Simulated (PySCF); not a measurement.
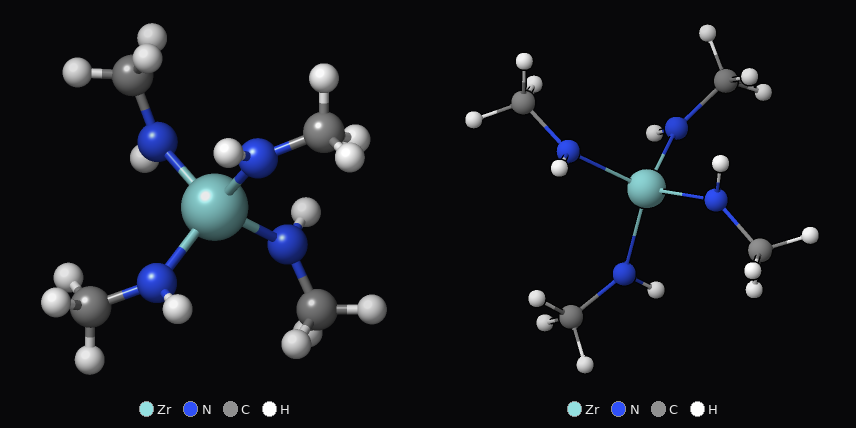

The same structure drawn twice, from different directions.

Charge 0, singlet. The computed structure is the end point of a PBE0-D3(BJ)/def2-SVP optimisation. No frequency run is at hand to confirm it as a minimum.

Identify the structure.

It has 25 atoms: 4 carbon, 16 hydrogen, 4 nitrogen and 1 zirconium (C₄H₁₆N₄Zr). SMILES: `C[NH][Zr]([NH]C)([NH]C)[NH]C`. Coordination: 1 Zr tetrahedral; 4 N trigonal planar; 4 C tetrahedral.
